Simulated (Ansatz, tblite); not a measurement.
**C₃₄H₃₄Si₂: removing and adding an electron**

Aim: the energy of removing and adding an electron for C₃₄H₃₄Si₂, by energy differences, and how well orbital energies stand in for it.

Program: Ansatz 0.2.0, Gaussian basis. Level of theory: as each input shows. These are calculated values, not measurements.

The runs, in order: charge +1 doublet, at the geometry of the singlet (PBE0-D4/def2-SVP, PBE-D4/def2-SVP); charge -1 doublet, at the geometry of the singlet (PBE0-D4/def2-SVP, PBE-D4/def2-SVP); the starting singlet's energies come from earlier runs.

1 further run of the same task is left out (set aside as unsound or not needed).

### Step 1. The structure

The geometry is that of the singlet, from an earlier relaxation (PBE-D4/def2-SVP).

SMILES `C[Si](C)(C)C#Cc1ccc(-c2ccc(-c3ccc(-c4ccc(C#C[Si](C)(C)C)cc4)cc3)cc2)cc1`, 70 atoms, charge 0, spin multiplicity 1.

Atoms are counted from 1 here; the program's logs count them from 0.

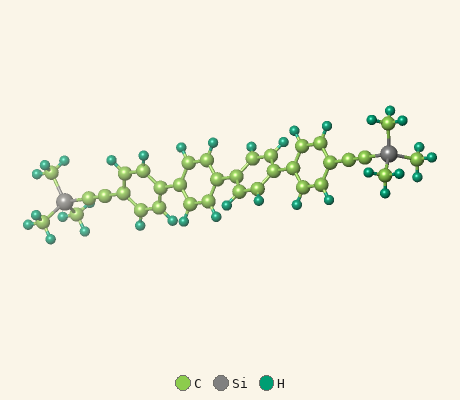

The structure; carbon green, silicon grey, hydrogen teal.

### Step 2. Charge +1 doublet at the fixed geometry, PBE0-D4/def2-SVP

in.yaml reads:

```yaml
crystal:
  periodic: [false, false, false]
  atoms:
    - {symbol: C, position_ang: [13.074427, -1.502364, -0.727913]}
    - {symbol: Si, position_ang: [12.439927, 0.271929, -0.567212]}
    - {symbol: C, position_ang: [13.096471, 1.063935, 1.019220]}
    - {symbol: C, position_ang: [12.947696, 1.292246, -2.075777]}
    - {symbol: C, position_ang: [10.594800, 0.231268, -0.482311]}
    - {symbol: C, position_ang: [9.360004, 0.203699, -0.425854]}
    - {symbol: C, position_ang: [7.936822, 0.172560, -0.360949]}
    - {symbol: C, position_ang: [7.267709, -0.084928, 0.863041]}
    - {symbol: C, position_ang: [5.873600, -0.114122, 0.920810]}
    - {symbol: C, position_ang: [5.082015, 0.110200, -0.230885]}
    - {symbol: C, position_ang: [3.603495, 0.078068, -0.163500]}
    - {symbol: C, position_ang: [2.826092, -0.350333, -1.264540]}
    - {symbol: C, position_ang: [1.430674, -0.380348, -1.201089]}
    - {symbol: C, position_ang: [0.739089, 0.015892, -0.032997]}
    - {symbol: C, position_ang: [-0.739639, -0.016184, 0.034347]}
    - {symbol: C, position_ang: [-1.414458, -0.296270, 1.244959]}
    - {symbol: C, position_ang: [-2.809849, -0.327599, 1.308344]}
    - {symbol: C, position_ang: [-3.603520, -0.078323, 0.164725]}
    - {symbol: C, position_ang: [-5.082197, -0.110464, 0.232022]}
    - {symbol: C, position_ang: [-5.871737, 0.727312, -0.591116]}
    - {symbol: C, position_ang: [-7.265904, 0.701451, -0.531370]}
    - {symbol: C, position_ang: [-7.936519, -0.172959, 0.361382]}
    - {symbol: C, position_ang: [-9.359808, -0.203895, 0.426178]}
    - {symbol: C, position_ang: [-10.594647, -0.230828, 0.481818]}
    - {symbol: Si, position_ang: [-12.439823, -0.271146, 0.565434]}
    - {symbol: C, position_ang: [-12.992813, -2.070339, 0.745116]}
    - {symbol: C, position_ang: [-12.997133, 0.740841, 2.062685]}
    - {symbol: C, position_ang: [-13.128226, 0.476887, -1.028653]}
    - {symbol: C, position_ang: [-7.150313, -1.014714, 1.189074]}
    - {symbol: C, position_ang: [-5.756702, -0.979923, 1.121992]}
    - {symbol: C, position_ang: [-2.928535, 0.202891, -1.045734]}
    - {symbol: C, position_ang: [-1.533111, 0.232074, -1.109407]}
    - {symbol: C, position_ang: [1.516171, 0.443960, 1.068184]}
    - {symbol: C, position_ang: [2.911573, 0.474580, 1.004484]}
    - {symbol: C, position_ang: [5.755126, 0.366444, -1.449322]}
    - {symbol: C, position_ang: [7.148657, 0.397990, -1.518586]}
    - {symbol: H, position_ang: [14.183018, -1.517536, -0.781984]}
    - {symbol: H, position_ang: [12.763307, -2.115698, 0.141900]}
    - {symbol: H, position_ang: [12.677839, -1.984444, -1.644340]}
    - {symbol: H, position_ang: [12.784168, 0.483558, 1.911023]}
    - {symbol: H, position_ang: [12.714385, 2.098489, 1.134327]}
    - {symbol: H, position_ang: [14.205585, 1.105157, 1.006204]}
    - {symbol: H, position_ang: [12.563095, 2.329613, -2.001376]}
    - {symbol: H, position_ang: [12.548302, 0.846155, -3.009144]}
    - {symbol: H, position_ang: [14.053228, 1.339723, -2.162407]}
    - {symbol: H, position_ang: [7.863683, -0.272329, 1.768183]}
    - {symbol: H, position_ang: [5.383183, -0.344422, 1.878574]}
    - {symbol: H, position_ang: [3.327767, -0.704551, -2.177463]}
    - {symbol: H, position_ang: [0.862917, -0.756920, -2.065108]}
    - {symbol: H, position_ang: [-0.831215, -0.511878, 2.152810]}
    - {symbol: H, position_ang: [-3.298026, -0.532559, 2.272935]}
    - {symbol: H, position_ang: [-5.378829, 1.435697, -1.273625]}
    - {symbol: H, position_ang: [-7.860214, 1.368813, -1.172219]}
    - {symbol: H, position_ang: [-14.099432, -2.136024, 0.800698]}
    - {symbol: H, position_ang: [-12.574438, -2.523891, 1.666487]}
    - {symbol: H, position_ang: [-12.654330, -2.678046, -0.118399]}
    - {symbol: H, position_ang: [-12.580292, 0.323271, 3.001535]}
    - {symbol: H, position_ang: [-14.104034, 0.738776, 2.145729]}
    - {symbol: H, position_ang: [-12.659602, 1.793685, 1.978363]}
    - {symbol: H, position_ang: [-12.790960, -0.097862, -1.914945]}
    - {symbol: H, position_ang: [-12.790202, 1.525686, -1.152985]}
    - {symbol: H, position_ang: [-14.238080, 0.471968, -1.016416]}
    - {symbol: H, position_ang: [-7.654470, -1.706101, 1.879763]}
    - {symbol: H, position_ang: [-5.173629, -1.665247, 1.755153]}
    - {symbol: H, position_ang: [-3.510703, 0.384424, -1.961643]}
    - {symbol: H, position_ang: [-1.044613, 0.470950, -2.066048]}
    - {symbol: H, position_ang: [1.013533, 0.797370, 1.980951]}
    - {symbol: H, position_ang: [3.478353, 0.851954, 1.868732]}
    - {symbol: H, position_ang: [5.170130, 0.573460, -2.358053]}
    - {symbol: H, position_ang: [7.651185, 0.609283, -2.473780]}
basis:
  gaussian: {orbitals: def2-SVP, fitting: {mean_field: def2-universal-jkfit}}
total_charge: 1
magnetization: {spin_polarized: true, initial_magnetization: 1}
hamiltonian: {xc: pbe0, dispersion: d4}
scf: {omitted_lower_state_checks: [starts]}
output: {orbitals: {seedname: orbitals}}
```

Launch:

```console
$ ansatz run in.yaml --threads 2 --pin off --events-out ev --progress --plain --max-ram 32768MiB --backend cuda --devices 0, --max-vram 18GiB
```

Output:

```text
Functional definition: PBE0
  name "PBE0"
  cite "Adamo & Barone, J. Chem. Phys. 110, 6158 (1999) doi:10.1063/1.478522"
  cite "Perdew, Burke & Ernzerhof, Phys. Rev. Lett. 77, 3865 (1996) doi:10.1103/PhysRevLett.77.3865"
  parent pbe
  parameter a = 0.25
  parameter kappa = 0.804
  parameter beta = 0.06672455060314922
  exchange = (1 - a)*pbe_x(kappa = kappa, mu = beta*pi^2/3) + a*exact_x
  correlation = pbe_c(beta = beta)
these checks for a lower state are left out or cut short: starts
3418 factors; integrals over basis functions are off by at most 2.5e-1 eV
mean field evaluation 1: about -51441.8978 eV, gradient 8.7e1 eV
mean field evaluation 2: about -51445.5240 eV, gradient 8.2e1 eV
mean field evaluation 4: about -51481.2919 eV, gradient 4.6e0 eV
mean field evaluation 8: about -51481.4039 eV, gradient 5.7e-1 eV
mean field evaluation 16: about -51481.4066 eV, gradient 8.0e-3 eV
mean field -51481.40655464 eV, -1891.9067955324 hartree, gradient 3.9e-5 eV, S^2 0.763152; 0 other end points of the search recorded, 0 dependent functions left out
reference -51481.40665288 eV, -1891.9067991426 hartree; 133, 132 occupied and 549, 550 virtual orbitals, 3418 factors
Total energy: -51483.51075327 eV, -1891.9841234057 hartree
Checks for a lower state left out: starts
```

It took 20 s on 1 × H100 (card shared with other runs) with 2 threads of AMD EPYC 7R13, shared host; peak host memory 1.4 GiB.

Report: HOMO -8.66 eV, LUMO -7.87 eV (over both spins); ⟨S²⟩ 0.763 (pure: 0.75).

### Step 3. Charge +1 doublet at the fixed geometry, PBE-D4/def2-SVP

start.molden holds the orbitals of an earlier run on this state, given as this run's starting guess.

in.yaml, as its differences from that of step 2:

```diff
@@ -74,6 +74,6 @@
 basis:
-  gaussian: {orbitals: def2-SVP, fitting: {mean_field: def2-universal-jkfit}}
+  gaussian: {orbitals: def2-SVP, fitting: {mean_field: def2-universal-jkfit}, initial_orbitals: start.molden}
 total_charge: 1
 magnetization: {spin_polarized: true, initial_magnetization: 1}
-hamiltonian: {xc: pbe0, dispersion: d4}
+hamiltonian: {xc: pbe, dispersion: d4}
 scf: {omitted_lower_state_checks: [starts]}
```

The command is unchanged.

Output:

```text
Functional definition: PBE
  name "PBE"
  cite "Perdew, Burke & Ernzerhof, Phys. Rev. Lett. 77, 3865 (1996) doi:10.1103/PhysRevLett.77.3865"
  parent pbe
  parameter kappa = 0.804
  parameter beta = 0.06672455060314922
  exchange = pbe_x(kappa = kappa, mu = beta*pi^2/3)
  correlation = pbe_c(beta = beta)
these checks for a lower state are left out or cut short: starts
3418 factors; integrals over basis functions are off by at most 2.5e-1 eV
mean field evaluation 1: about -51475.6367 eV, gradient 1.1e1 eV
mean field evaluation 2: about -51476.0988 eV, gradient 4.5e-1 eV
mean field evaluation 4: about -51476.0845 eV, gradient 4.2e-2 eV
mean field evaluation 8: about -51476.0845 eV, gradient 2.7e-5 eV
mean field -51476.08453334 eV, -1891.7112148570 hartree, gradient 2.7e-5 eV, S^2 0.751501; 0 other end points of the search recorded, 0 dependent functions left out
reference -51476.08465695 eV, -1891.7112193994 hartree; 133, 132 occupied and 549, 550 virtual orbitals, 3418 factors
Total energy: -51478.52468573 eV, -1891.8008888034 hartree
Checks for a lower state left out: starts
```

Wall time 12 s (1 × H100 (card shared with other runs) with 2 threads of AMD EPYC 7R13, shared host); peak host memory 1.3 GiB.

HOMO -7.97 eV, LUMO -7.80 eV (over both spins); ⟨S²⟩ 0.752 (pure: 0.75).

### Step 4. Vertical ionisation energy

Charged state less starting state, singlet to doublet; the starting state's energies are those of its earlier runs.

| level | vertical ionisation energy (eV) | time |
| --- | --- | --- |
| PBE-D4/def2-SVP | +6.55 | 21 s |
| PBE0-D4/def2-SVP | +6.99 | 29 s |

Times add the two runs; a level without a time comes out of a correlated run.

Beside −ε(HOMO) of the starting state:

| level | −ε(HOMO) (eV) | by difference (eV) | mismatch (eV) |
| --- | --- | --- | --- |
| PBE-D4/def2-SVP | 5.17 | 6.55 | -1.38 |
| PBE0-D4/def2-SVP | 6.01 | 6.99 | -0.98 |

### Step 5. Charge -1 doublet at the fixed geometry, PBE0-D4/def2-SVP

in.yaml, as its differences from that of step 3:

```diff
@@ -74,6 +74,6 @@
 basis:
-  gaussian: {orbitals: def2-SVP, fitting: {mean_field: def2-universal-jkfit}, initial_orbitals: start.molden}
-total_charge: 1
+  gaussian: {orbitals: def2-SVP, fitting: {mean_field: def2-universal-jkfit}}
+total_charge: -1
 magnetization: {spin_polarized: true, initial_magnetization: 1}
-hamiltonian: {xc: pbe, dispersion: d4}
+hamiltonian: {xc: pbe0, dispersion: d4}
 scf: {omitted_lower_state_checks: [starts]}
```

Launched as before.

Output, cut to the lines that bear on the results:

```text
Functional definition: PBE0
  name "PBE0"
  cite "Adamo & Barone, J. Chem. Phys. 110, 6158 (1999) doi:10.1063/1.478522"
  cite "Perdew, Burke & Ernzerhof, Phys. Rev. Lett. 77, 3865 (1996) doi:10.1103/PhysRevLett.77.3865"
  parent pbe
[...]
3418 factors; integrals over basis functions are off by at most 2.5e-1 eV
[...]
mean field -51489.32436510 eV, -1892.1977697000 hartree, gradient 4.6e-5 eV, S^2 0.757929; 0 other end points of the search recorded, 0 dependent functions left out
reference -51489.32445530 eV, -1892.1977730147 hartree; 134, 133 occupied and 548, 549 virtual orbitals, 3418 factors
Total energy: -51491.52059035 eV, -1892.2784794891 hartree
Checks for a lower state left out: starts
```

Wall time 17 s (1 × H100 (card shared with other runs) with 2 threads of AMD EPYC 7R13, shared host); peak host memory 1.4 GiB.

Report: HOMO -0.04 eV, LUMO 0.86 eV (over both spins); ⟨S²⟩ 0.758 (pure: 0.75).

### Step 6. Charge -1 doublet at the fixed geometry, PBE-D4/def2-SVP

in.yaml, as its differences from that of step 5:

```diff
@@ -74,6 +74,6 @@
 basis:
-  gaussian: {orbitals: def2-SVP, fitting: {mean_field: def2-universal-jkfit}}
+  gaussian: {orbitals: def2-SVP, fitting: {mean_field: def2-universal-jkfit}, initial_orbitals: start.molden}
 total_charge: -1
 magnetization: {spin_polarized: true, initial_magnetization: 1}
-hamiltonian: {xc: pbe0, dispersion: d4}
+hamiltonian: {xc: pbe, dispersion: d4}
 scf: {omitted_lower_state_checks: [starts]}
```

The command is unchanged.

Output:

```text
Functional definition: PBE
  name "PBE"
  cite "Perdew, Burke & Ernzerhof, Phys. Rev. Lett. 77, 3865 (1996) doi:10.1103/PhysRevLett.77.3865"
  parent pbe
  parameter kappa = 0.804
  parameter beta = 0.06672455060314922
  exchange = pbe_x(kappa = kappa, mu = beta*pi^2/3)
  correlation = pbe_c(beta = beta)
these checks for a lower state are left out or cut short: starts
3418 factors; integrals over basis functions are off by at most 2.5e-1 eV
mean field evaluation 1: about -51483.3483 eV, gradient 1.1e1 eV
mean field evaluation 2: about -51483.7991 eV, gradient 4.2e-1 eV
mean field evaluation 4: about -51483.7802 eV, gradient 1.1e-2 eV
mean field -51483.78020431 eV, -1891.9940255489 hartree, gradient 1.9e-5 eV, S^2 0.750978; 0 other end points of the search recorded, 0 dependent functions left out
reference -51483.78031905 eV, -1891.9940297653 hartree; 134, 133 occupied and 548, 549 virtual orbitals, 3418 factors
Total energy: -51486.32666022 eV, -1892.0876060775 hartree
Checks for a lower state left out: starts
```

Wall time 11 s (1 × H100 (card shared with other runs) with 2 threads of AMD EPYC 7R13, shared host); peak host memory 1.3 GiB.

Report: HOMO 0.13 eV, LUMO 0.30 eV (over both spins); ⟨S²⟩ 0.751 (pure: 0.75). Doubts: highest occupied level lies above zero.

### Step 7. Vertical electron affinity

Starting state less charged state (positive: the electron is bound), singlet to doublet; the starting state's energies are those of its earlier runs.

| level | vertical electron affinity (eV) | time |
| --- | --- | --- |
| PBE-D4/def2-SVP | +1.25 | 19 s |
| PBE0-D4/def2-SVP | +1.02 | 26 s |

Times add the two runs; a level without a time comes out of a correlated run.

Beside −ε(LUMO) of the starting state:

| level | −ε(LUMO) (eV) | by difference (eV) | mismatch (eV) |
| --- | --- | --- | --- |
| PBE-D4/def2-SVP | 2.55 | 1.25 | +1.30 |
| PBE0-D4/def2-SVP | 1.91 | 1.02 | +0.89 |

### Step 8. Outcome

| quantity | value |
| --- | --- |
| vertical ionisation energy, functionals in def2-SVP | 6.55 (PBE-D4) to 6.99 eV (PBE0-D4) |
| vertical electron affinity, functionals in def2-SVP | 1.02 (PBE0-D4) to 1.25 eV (PBE-D4) |

The vertical ionisation energy spans 6.55 to 6.99 eV over the functionals. −ε(HOMO) misses the level's own difference by -0.98 eV at best (PBE0-D4) and -1.38 eV at worst (PBE-D4). The vertical electron affinity spans 1.02 to 1.25 eV over the functionals. −ε(LUMO) misses the level's own difference by +0.89 eV at best (PBE0-D4) and +1.30 eV at worst (PBE-D4).

The anion's highest level is positive in at least one run, so there the basis alone may hold the extra electron.
